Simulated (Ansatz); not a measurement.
# How fast states decay through CsKNb2O6

A new crystal, CsKNb2O6: structure, gap and complex bands. It is built by putting Cs for Na in the KNaNb2O6 structure of space group Pm, with the volume rescaled by atomic radii. The parent structure comes from the Materials Project.

Method: r2SCAN DFT, plane waves, PAW files, in the first sound run; inputs show where later runs differ, in Ansatz 0.2.0.

The structure was built from a prototype and need not be the compound's stable phase.

### 1. The starting structure

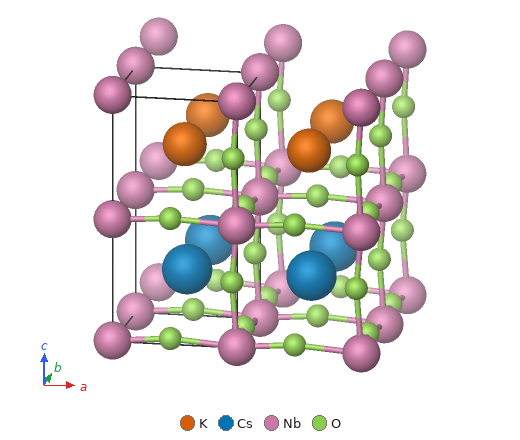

The cell as given, slightly off an axis (potassium orange, caesium blue, niobium pink, oxygen green). 2×2×1 cells are drawn. Bonds to atoms that aren't drawn are left out. Some periodic images of atoms are drawn too.

### 2. Relaxing the new crystal

The substituted atoms don't fit the parent's cell, so cell and atoms relax together. A small smearing keeps the run stable in case the gap closes on the way.

Contents of input.yaml:

```yaml
crystal:
  lattice:
    - [4.2949816656, 0.0, 0.0]
    - [0.0, 4.2095219044, 0.0]
    - [-0.0576858909, 0.0, 8.5846437221]
  atoms:
    - { symbol: K, position: [0.486281, 0.5, 0.756299] }
    - { symbol: Cs, position: [0.50589, 0.5, 0.247953] }
    - { symbol: Nb, position: [0.999338, 0.0, 0.003667] }
    - { symbol: Nb, position: [0.998321, 0.0, 0.497703] }
    - { symbol: O, position: [0.960426, 0.5, 0.515193] }
    - { symbol: O, position: [0.959517, 0.5, 0.024806] }
    - { symbol: O, position: [0.968448, 0.0, 0.770239] }
    - { symbol: O, position: [0.958429, 0.0, 0.266928] }
    - { symbol: O, position: [0.462542, 0.0, 0.512211] }
    - { symbol: O, position: [0.463207, 0.0, 0.023802] }
kpoints:
  mp_grid: { grid: [6, 6, 4] }
scf:
  occupations: { method: gaussian, width: 0.03 }
hamiltonian:
  xc: r2scan
output:
  forces: true
  stress: true
relax:
  f_tol: 0.02
  max_steps: 60
  cell: {}
```

On the command line:

```console
$ ansatz run input.yaml --threads 2 --pin off --max-ram 4096MiB --backend cpu --events-out ev --progress --plain --runs-dir out
```

Numbers of over 12 decimals in the logs are rounded to 6 here.

Log:

```text
Engine: ansatz 0.2.0, x86_64-unknown-linux-gnu
Pseudopotentials: kind: paw
Pseudopotential: K, paw, valence charge 9, recommended cutoff 500 eV (meta_gga), K.paw.azcp
Pseudopotential: Cs, paw, valence charge 9, recommended cutoff 500 eV (meta_gga), Cs.paw.azcp
Pseudopotential: Nb, paw, valence charge 13, recommended cutoff 500 eV (meta_gga), Nb.paw.azcp
Pseudopotential: O, paw, valence charge 6, recommended cutoff 500 eV (meta_gga), O.paw.azcp
Functional definition: r2SCAN
  parameter k0 = 0.174
  parameter k1 = 0.065
  parameter a1 = 4.9479
  exchange = r2scan_x(k0 = k0, k1 = k1, a1 = a1)
  correlation = r2scan_c
Crystal: 10 atoms, lattice volume = 155.209 Å³
Basis set: ecut = 500 eV, 3917 PW (Γ), exchange–correlation on 128×128×256 points (64 copies of the dense FFT grid, shifted against one another)
Bands: 50, of which v1, the nominal top of the filled ones, is band 40 counted from 1 (39 counted from 0)
Symmetry: 2 space group operations
Space group: Pm (ITA 6), of the structure as read, at distance tolerance 5.4e-5 Å
k-points: 56 of 144 (time reversal used)
Non-local potential: K, projectors of the file, l = 0: 3, l = 1: 2, l = 2: 2
Non-local potential: Cs, projectors of the file, l = 0: 3, l = 1: 2, l = 2: 2, l = 3: 2
Non-local potential: Nb, projectors of the file, l = 0: 3, l = 1: 2, l = 2: 2, l = 3: 1
Non-local potential: O, projectors of the file, l = 0: 2, l = 1: 2, l = 2: 1
PAW form: soft (Blöchl's): semilocal exchange-correlation on the pseudo side does not see the compensation charge
PAW frozen core: K, regenerated for the run's functional (the file was generated under x = pbe(κ = 0.804, μ = 0.219515), c = pbe(β = 0.066725))
PAW frozen core: Cs, regenerated for the run's functional (the file was generated under x = pbe(κ = 0.804, μ = 0.219515), c = pbe(β = 0.066725))
PAW frozen core: Nb, regenerated for the run's functional (the file was generated under x = pbe(κ = 0.804, μ = 0.219515), c = pbe(β = 0.066725))
PAW frozen core: O, regenerated for the run's functional (the file was generated under x = pbe(κ = 0.804, μ = 0.219515), c = pbe(β = 0.066725))
PAW one-centre angular grid: K, 302 points (default); XC on 160 Gauss nodes
PAW one-centre angular grid: Cs, 302 points (default); XC on 160 Gauss nodes
PAW one-centre angular grid: Nb, 590 points (default); XC on 160 Gauss nodes
PAW one-centre angular grid: O, 302 points (default); XC on 160 Gauss nodes
Initial density: superposition of atomic densities (neutral atoms: chi_scale 0, normalization atom), corrected by the library's trained network
Initial wavefunctions: pseudopotential atomic-orbital guess
Functional: x = r2scan, c = r2scan; τ floored in thin density (d = 2e-4 eV/Å³)
SCF iter   1: F=—  HF=-19776.414424 eV  |F-HF|=—  |Δ(HF+E_count)|=         —  Δρ=1.77e-2  dr2=7.74e-1  dr2_τ=4.59e-1  ethr=1.77e-3  ⟨swp⟩=6.8  Hψ=10995  notcnv=0
preconditioner: auto → Resta (q_TF=auto, 2.443 Å⁻¹)  ε∞=5.0  [insulator: Δε(μ)=2.353 eV  Ē_g=11.666 eV  σ=0.030 eV  W_gap=1.00  n_scr=38 (ndim 8)  ℏωp=23.5 eV  f_vac=0.017  D(μ)=0.00/eV (n_scr^D=0)  ε∞_Penn≈5.0]
SCF iter   2: F=—  HF=-19776.419580 eV  |F-HF|=—  |Δ(HF+E_count)|=   5.16e-3  Δρ=1.12e-2  dr2=1.18e-1  dr2_τ=6.88e-2  ethr=9.67e-4  ⟨swp⟩=2.0  Hψ=4629  notcnv=0  defer=144
SCF iter   3: F=—  HF=-19776.401711 eV  |F-HF|=—  |Δ(HF+E_count)|=   1.79e-2  Δρ=3.26e-3  dr2=1.10e-2  dr2_τ=8.40e-4  ethr=1.48e-4  ⟨swp⟩=2.0  Hψ=4680  notcnv=0  defer=88
automatic band count: iteration 3 solves 49 bands in place of 50: the levels show a gap, and the empty bands left out lie too high to hold charge; the band table lists the bands solved (type scf.n_extra_bands for more)
SCF iter   4: F=—  HF=-19776.400025 eV  |F-HF|=—  |Δ(HF+E_count)|=   1.69e-3  Δρ=8.34e-4  dr2=5.90e-4  dr2_τ=1.11e-4  ethr=1.38e-5  ⟨swp⟩=2.0  Hψ=4214  notcnv=0  defer=88
SCF iter   5: F=—  HF=-19776.400126 eV  |F-HF|=—  |Δ(HF+E_count)|=   1.01e-4  Δρ=4.53e-4  dr2=2.78e-4  dr2_τ=4.56e-5  ethr=7.38e-7  ⟨swp⟩=2.0  Hψ=4326  notcnv=0  defer=88
SCF iter   6: F=—  HF=-19776.400097 eV  |F-HF|=—  |Δ(HF+E_count)|=   2.94e-5  Δρ=1.18e-4  dr2=2.92e-5  dr2_τ=3.45e-6  ethr=3.47e-7  ⟨swp⟩=2.0  Hψ=4145  notcnv=0  defer=88
SCF iter   7: F=—  HF=-19776.400360 eV  |F-HF|=—  |Δ(HF+E_count)|=   2.63e-4  Δρ=4.82e-5  dr2=4.20e-6  dr2_τ=4.60e-7  ethr=3.65e-8  ⟨swp⟩=2.4  Hψ=4401  notcnv=0  defer=88
SCF iter   8: F=—  HF=-19776.400360 eV  |F-HF|=—  |Δ(HF+E_count)|=  2.22e-10  Δρ=2.69e-5  dr2=1.30e-6  dr2_τ=1.11e-7  ethr=5.25e-9  ⟨swp⟩=2.0  Hψ=4037  notcnv=0  defer=88
SCF iter   9: F=-19776.400360 eV  HF=-19776.400360 eV  |F-HF|=1.25e-8  |Δ(HF+E_count)|=   1.59e-7  Δρ=5.40e-6  dr2=5.90e-8  dr2_τ=4.05e-9  ethr=1.25e-10  ⟨swp⟩=3.0  Hψ=10372  notcnv=0
SCF 1 converged in 9 iterations: F = -19776.400360 eV  dr2 = 5.90e-8
  greatest PAW one-centre occupation: 1.001 electrons in one spin orbital (limit 2), on the Nb atom at site 3 (counted from 0), in its partial waves of l = 0
relax step   1: F+E_penalty+E_count = -19776.40036000 eV  Δ(F+E_penalty+E_count) = +0.000e0 eV  max|allowed force component| = 2.004e0 eV/Å  Δτ_max = 0.0000 Å  P = -17.092 GPa  Ω = 155.209 Å³  (9 SCF iters, dr2 threshold 1.00e-7 eV, accepted)
Crystal: 10 atoms, lattice volume = 138.558 Å³
Basis set: ecut = 500 eV, 3535 PW (Γ), exchange–correlation on 128×128×256 points (64 copies of the dense FFT grid, shifted against one another)
Initial density: handed on by an earlier stage of this run
Initial wavefunctions: those handed on with the density
iter 1 solved again at ethr=4.22e-4 eV; its pass at ethr=3.10e-3 eV (dr2=3.37e-1 eV) is discarded
SCF iter   1: F=—  HF=-19777.847986 eV  |F-HF|=—  |Δ(HF+E_count)|=         —  Δρ=1.60e-2  dr2=3.40e-1  dr2_τ=2.74e0  ethr=4.22e-4  ⟨swp⟩=1.5  Hψ=14208  notcnv=0
automatic band count: iteration 1 solves 46 bands in place of 50: the levels show a gap, and the empty bands left out lie too high to hold charge; the band table lists the bands solved (type scf.n_extra_bands for more)
preconditioner: auto → Resta (q_TF=auto, 2.490 Å⁻¹)  ε∞=6.1  [insulator: Δε(μ)=1.992 eV  Ē_g=11.029 eV  σ=0.030 eV  W_gap=1.00  n_scr=38 (ndim 8)  ℏωp=24.8 eV  f_vac=0.005  D(μ)=0.00/eV (n_scr^D=0)  ε∞_Penn≈6.1]
SCF iter   2: F=—  HF=-19777.942022 eV  |F-HF|=—  |Δ(HF+E_count)|=   9.40e-2  Δρ=6.87e-3  dr2=7.06e-2  dr2_τ=8.35e-3  ethr=4.22e-4  ⟨swp⟩=3.0  Hψ=5399  notcnv=0
SCF iter   3: F=—  HF=-19777.940480 eV  |F-HF|=—  |Δ(HF+E_count)|=   1.54e-3  Δρ=2.75e-3  dr2=1.42e-2  dr2_τ=1.60e-3  ethr=8.82e-5  ⟨swp⟩=2.0  Hψ=4088  notcnv=0
[...]
relax step  17: F+E_penalty+E_count = -19778.59475331 eV  Δ(F+E_penalty+E_count) = -1.740e-4 eV  max|allowed force component| = 4.678e-2 eV/Å  Δτ_max = 0.0088 Å  P = -0.091 GPa  Ω = 156.826 Å³  energy of the carried Pulay correction = -6.179e-4 eV  (7 SCF iters, dr2 threshold 2.90e-7 eV, accepted)
relax step  18: F+E_penalty+E_count = -19778.59506567 eV  Δ(F+E_penalty+E_count) = -3.124e-4 eV  max|allowed force component| = 1.740e-2 eV/Å  Δτ_max = 0.0040 Å  P = -0.024 GPa  Ω = 156.629 Å³  energy of the carried Pulay correction = -5.433e-4 eV  (7 SCF iters, dr2 threshold 1.37e-7 eV, accepted)
relax step  19: F+E_penalty+E_count = -19778.59510405 eV  Δ(F+E_penalty+E_count) = -3.839e-5 eV  max|allowed force component| = 1.345e-2 eV/Å  Δτ_max = 0.0029 Å  P = +0.026 GPa  Ω = 156.569 Å³  energy of the carried Pulay correction = -5.204e-4 eV  (7 SCF iters, dr2 threshold 1.28e-8 eV, accepted)
relax step  20: F+E_penalty+E_count = -19778.63221951 eV  Δ(F+E_penalty+E_count) = -3.712e-2 eV  max|allowed force component| = 9.984e-3 eV/Å  Δτ_max = 0.0000 Å  P = +0.433 GPa  Ω = 156.569 Å³  stress off target by 1.09e0 GPa  SCF on the basis re-selected at this cell (its energy is not comparable with the rows above)  (9 SCF iters)
relax step  21: F+E_penalty+E_count = -19778.64856145 eV  Δ(F+E_penalty+E_count) = -1.634e-2 eV  max|allowed force component| = 8.425e-2 eV/Å  Δτ_max = 0.0258 Å  P = +0.366 GPa  Ω = 158.758 Å³  energy of the carried Pulay correction = -8.910e-4 eV  (7 SCF iters, dr2 threshold 1.00e-6 eV, accepted)
relax step  22: F+E_penalty+E_count = -19778.65812118 eV  Δ(F+E_penalty+E_count) = -9.560e-3 eV  max|allowed force component| = 5.373e-2 eV/Å  Δτ_max = 0.0535 Å  P = +0.118 GPa  Ω = 161.772 Å³  energy of the carried Pulay correction = -2.188e-3 eV  (8 SCF iters, dr2 threshold 1.00e-6 eV, accepted)
relax step  23: F+E_penalty+E_count = -19778.65913312 eV  Δ(F+E_penalty+E_count) = -1.012e-3 eV  max|allowed force component| = 2.782e-2 eV/Å  Δτ_max = 0.0216 Å  P = +0.031 GPa  Ω = 162.495 Å³  energy of the carried Pulay correction = -2.512e-3 eV  (7 SCF iters, dr2 threshold 1.96e-7 eV, accepted)
relax step  24: F+E_penalty+E_count = -19778.65918850 eV  Δ(F+E_penalty+E_count) = -5.538e-5 eV  max|allowed force component| = 4.068e-2 eV/Å  Δτ_max = 0.0042 Å  P = -0.006 GPa  Ω = 162.665 Å³  energy of the carried Pulay correction = -2.589e-3 eV  (7 SCF iters, dr2 threshold 4.84e-8 eV, accepted)
relax step  25: F+E_penalty+E_count = -19778.65957978 eV  Δ(F+E_penalty+E_count) = -3.913e-4 eV  max|allowed force component| = 1.528e-3 eV/Å  Δτ_max = 0.0083 Å  P = +0.002 GPa  Ω = 162.689 Å³  energy of the carried Pulay correction = -2.600e-3 eV  (7 SCF iters, dr2 threshold 1.03e-7 eV, accepted)
iter 1 solved again at ethr=8.37e-8 eV; its pass at ethr=3.10e-3 eV (dr2=6.70e-5 eV) is discarded
SCF iter   1: F=—  HF=-19778.661376 eV  |F-HF|=—  |Δ(HF+E_count)|=         —  Δρ=2.73e-4  dr2=5.54e-6  dr2_τ=3.01e-5  ethr=8.37e-8  ⟨swp⟩=4.0  Hψ=20054  notcnv=0
preconditioner: auto → Resta (q_TF=auto, 2.424 Å⁻¹)  ε∞=4.2  [insulator: Δε(μ)=1.842 eV  Ē_g=12.751 eV  σ=0.030 eV  W_gap=1.00  n_scr=48 (ndim 8)  ℏωp=22.9 eV  f_vac=0.040  D(μ)=0.00/eV (n_scr^D=0)  ε∞_Penn≈4.2]
SCF iter   2: F=—  HF=-19778.661999 eV  |F-HF|=—  |Δ(HF+E_count)|=   6.23e-4  Δρ=1.39e-4  dr2=1.46e-6  dr2_τ=1.75e-5  ethr=6.93e-9  ⟨swp⟩=2.0  Hψ=4817  notcnv=0
SCF iter   3: F=—  HF=-19778.662103 eV  |F-HF|=—  |Δ(HF+E_count)|=   1.05e-4  Δρ=8.72e-6  dr2=9.64e-8  dr2_τ=1.91e-8  ethr=1.83e-9  ⟨swp⟩=2.0  Hψ=4928  notcnv=0
SCF iter   4: F=—  HF=-19778.662103 eV  |F-HF|=—  |Δ(HF+E_count)|=   3.21e-9  Δρ=2.74e-6  dr2=4.34e-9  dr2_τ=2.50e-9  ethr=1.20e-10  ⟨swp⟩=2.0  Hψ=4262  notcnv=0
SCF iter   5: F=—  HF=-19778.662103 eV  |F-HF|=—  |Δ(HF+E_count)|=   6.28e-9  Δρ=1.07e-6  dr2=8.55e-10  dr2_τ=5.26e-10  ethr=5.42e-12  ⟨swp⟩=2.0  Hψ=4904  notcnv=0
SCF iter   6: F=—  HF=-19778.662103 eV  |F-HF|=—  |Δ(HF+E_count)|=   2.11e-9  Δρ=6.17e-7  dr2=6.13e-10  dr2_τ=8.10e-11  ethr=1.07e-12  ⟨swp⟩=2.0  Hψ=4444  notcnv=0
SCF iter   7: F=-19778.662103 eV  HF=-19778.662103 eV  |F-HF|=1.09e-11  |Δ(HF+E_count)|=  5.82e-11  Δρ=1.18e-7  dr2=2.61e-11  dr2_τ=3.41e-12  ethr=1.00e-12  ⟨swp⟩=3.1  Hψ=10608  notcnv=0
SCF 26 converged in 7 iterations: F = -19778.662103 eV  dr2 = 2.61e-11
relax step  26: F+E_penalty+E_count = -19778.66210335 eV  Δ(F+E_penalty+E_count) = -2.524e-3 eV  max|allowed force component| = 2.964e-3 eV/Å  Δτ_max = 0.0000 Å  P = -0.005 GPa  Ω = 162.689 Å³  stress off target by 9.64e-3 GPa  SCF on the basis re-selected at this cell (its energy is not comparable with the rows above)  (7 SCF iters)
basis re-selected at this cell: Δ(F+E_penalty+E_count) = -2.524e-3 eV, ΔP = -0.008 GPa vs the last step (what re-selecting the basis moved, of the pressure what is left beyond the Pulay correction that the steps carried, after the strain that the cell walked since its last selection, with what the two solves' SCF thresholds leave and, on support functions, any second-order correction that the steps lacked; it is no m [...]
SCF converged after 7 iterations
Free energy (F): -19778.662103 eV
Harris-Foulkes:  -19778.662103 eV  (|F-HF|=1.09e-11)
Internal energy: -19778.662103 eV  (E = F + TS)
E sigma→0 (E₀):  -19778.662103 eV
Fermi energy:    7.915594 eV
--- Per-component energies (eV) ---
  E_band       = -594.938402
  E_kinetic    = 2241.541686
  E_local      = -6088.247386  (includes V_loc(G=0)·N_el)
  E_nonlocal   = 555.055682
  E_hartree    = 2260.667817
  E_xc         = -1079.241037
  E_vxc        = -1435.963888  (∫ρ·V_xc dr)
  E_paw        = -13017.455371  (= ΣΔE_a)
  E_vpaw       = -477.540603  (= ΣTr[D̂ρ^β])
  E_aug_tail   = 0.006204  (compensation charges beyond the density's cutoff)
  E_vtau       = 88.874247  (kinetic-family band-sum trace: ∫τ·v_τ [+ j·A + Jᵃ·Aᵃ] dr)
  E_ewald      = -4650.266885
  E_core_change = -0.722813  (= ΣΔE_core)
  E_smearing   = -0.000000  (= −TS)
  E_closure    = 0.000000  (closes the sum)
  Σ components = -19778.662103   (vs F -19778.662103, Δ=0.00e0)
--- Forces (eV/Å), atoms counted from 1 ---
  atom   1  K     -0.00036515    -0.00000000     0.00084706
  atom   2  Cs    -0.00028247     0.00000000    -0.00143140
  atom   3  Nb    -0.00101314     0.00000000    -0.00295931
  atom   4  Nb    -0.00010755     0.00000000    -0.00070411
  atom   5  O      0.00062943    -0.00000000     0.00017231
  atom   6  O      0.00078195     0.00000000     0.00002626
  atom   7  O     -0.00051967    -0.00000000     0.00183220
  atom   8  O      0.00004460     0.00000000     0.00003665
  atom   9  O      0.00014352    -0.00000000     0.00088115
  atom  10  O      0.00075865    -0.00000000     0.00134497
  max |Σ_I F_I| component: 7.02e-5 eV/Å
--- Stress (GPa, compression-positive) ---
       -0.009193       0.000000       0.002222
        0.000000      -0.007936       0.000000
        0.002221       0.000000       0.001445
  P = ⅓ Tr σ = -0.0052 GPa (-0.052 kbar)
--- Relaxed structure (24 steps of the walk, 23 accepted, 2 SCFs on fresh bases) ---
  F+E_penalty+E_count = -19778.66210335 eV   max|allowed force component| = 2.964e-3 eV/Å   (the final SCF, on the basis selected at the relaxed cell)
  cell:  # Å, volume = 162.6893 Å³
    - [3.852037, 4.0561002756125674e-17, 0.010456]
    - [3.9753936770877323e-17, 3.851450, 0]
    - [-0.030838, -5.447747538770822e-19, 10.965813]
  atoms:
    - { symbol: K, position: [0.476317, 0.5, 0.723050] }
    - { symbol: Cs, position: [0.476260, 0.5, 0.225845] }
    - { symbol: Nb, position: [0.976332, 0, -0.048963] }
    - { symbol: Nb, position: [0.976262, 0, 0.504855] }
    - { symbol: O, position: [0.976181, 0.5, 0.546641] }
    - { symbol: O, position: [0.976088, 0.5, -0.00526534] }
    - { symbol: O, position: [0.976323, 0, 0.789092] }
    - { symbol: O, position: [0.976233, 0, 0.342365] }
    - { symbol: O, position: [0.476222, 0, 0.546564] }
    - { symbol: O, position: [0.476182, 0, -0.00538148] }
```

The job ended after 7 min (2 threads of Intel Xeon 6975P-C (Granite Rapids), shared host; peak memory 1 GiB).

Step by step (22 of 26):

| step | energy less that of the first step (eV) | largest force component (eV/Å) | pressure (GPa) | volume (Å³) |
| --- | --- | --- | --- | --- |
| 1 | 0.0000 | 2.0045 | -17.09 | 155.21 |
| 2 | -1.5391 | 1.2589 | -1.64 | 138.56 |
| 3 | -1.6085 | 0.7323 | 2.99 | 135.42 |
| 5 | -1.7565 | 0.8540 | 0.30 | 141.81 |
| 6 | -1.8027 | 0.3476 | 0.78 | 143.48 |
| 7 | -1.8324 | 0.2552 | 0.22 | 145.73 |
| 8 | -1.8989 | 0.5104 | 0.79 | 150.10 |
| 9 | -2.0045 | 0.5671 | 0.14 | 153.06 |
| 11 | -1.8578 | 1.8225 | 1.14 | 154.82 |
| 12 | -2.1405 | 0.3477 | -0.51 | 156.85 |
| 13 | -2.1689 | 0.2766 | 0.12 | 157.27 |
| 14 | -2.1716 | 0.3251 | 0.29 | 156.40 |
| 15 | -2.1868 | 0.2719 | 0.19 | 157.03 |
| 16 | -2.1942 | 0.0481 | 0.27 | 155.93 |
| 18 | -2.1947 | 0.0174 | -0.02 | 156.63 |
| 19 | -2.1947 | 0.0135 | 0.03 | 156.57 |
| 20* | -2.2319 | 0.0100 | 0.43 | 156.57 |
| 21 | -2.2482 | 0.0843 | 0.37 | 158.76 |
| 22 | -2.2578 | 0.0537 | 0.12 | 161.77 |
| 24 | -2.2588 | 0.0407 | -0.01 | 162.66 |
| 25 | -2.2592 | 0.0015 | 0.00 | 162.69 |
| 26* | -2.2617 | 0.0030 | -0.01 | 162.69 |

Relaxation steps marked * repeat the geometry before them on a plane-wave basis chosen anew for their cell, so energy and pressure can jump there. Other such steps can lie between the rows shown. Relaxation step 11 was tried and not accepted.

The run keeps the 2 symmetry operations that it works with, so distortions that break them were not tested.

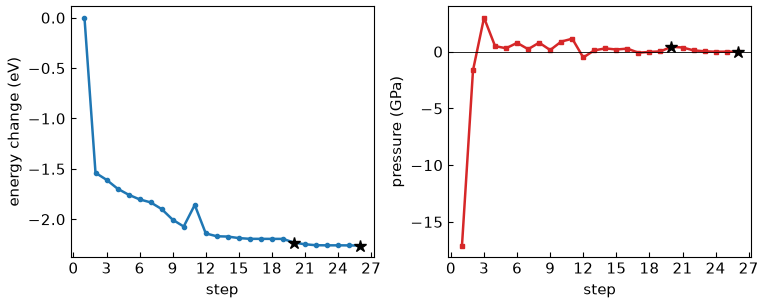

Energy and pressure along the relaxation. Stars mark steps on a basis chosen anew.

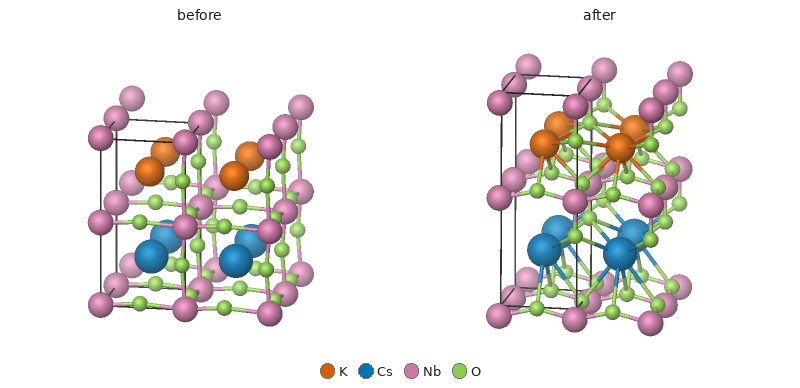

Before and after, at one scale. Bonds to atoms that aren't drawn are left out.

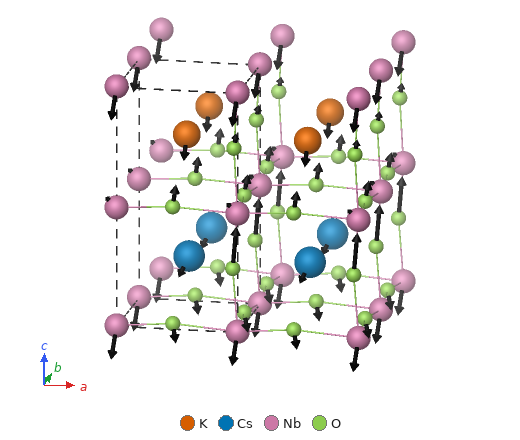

Displacements in the relaxation, exaggerated, measured against the changing cell; the longest in the cell stands for 0.83 Å. Bonds to atoms that aren't drawn are left out. 2×2×1 cells are drawn. Some periodic images of atoms are drawn too.

| cell as run | before | after | change |
| --- | --- | --- | --- |
| a (Å) | 4.295 | 3.852 | -10.3 % |
| b (Å) | 4.210 | 3.851 | -8.5 % |
| c (Å) | 8.585 | 10.966 | +27.7 % |
| β (°) | 90.39 | 90.01 | -0.4 % |
| volume (Å³/atom) | 15.52 | 16.27 | +4.8 % |

The atoms that moved most (Å, as changes of fractional coordinates times the final cell):

| atom | dx | dy | dz | length |
| --- | --- | --- | --- | --- |
| O8 | 0.066 | 0.000 | 0.827 | 0.830 |
| Nb3 | -0.087 | 0.000 | -0.577 | 0.584 |
| O9 | 0.052 | 0.000 | 0.377 | 0.380 |
| K1 | -0.037 | 0.000 | -0.365 | 0.367 |
| O5 | 0.060 | 0.000 | 0.345 | 0.350 |
| O6 | 0.065 | 0.000 | -0.330 | 0.336 |
| O10 | 0.051 | 0.000 | -0.320 | 0.324 |
| Cs2 | -0.113 | 0.000 | -0.243 | 0.268 |

Numbers from this step:

* free energy: -19778.6621 eV
* Fermi energy: 7.916 eV
* pressure: -0.005228 GPa

The largest force component on a free atom ends at 0.0030 eV/Å.

(Part 1 of 3 ends here.)

[Logs are printed without paths, hosts, clocks, repeated set-up lines and the standing remarks that a program may print on its own settings, such as how far it seeks lower states.]

[Hosts, paths, dates, database ids (printed as entryN), source tags and the programs' standing remarks are cut or masked in the printed files.]

[New means built here by substitution; the compound itself may be known and measured.]
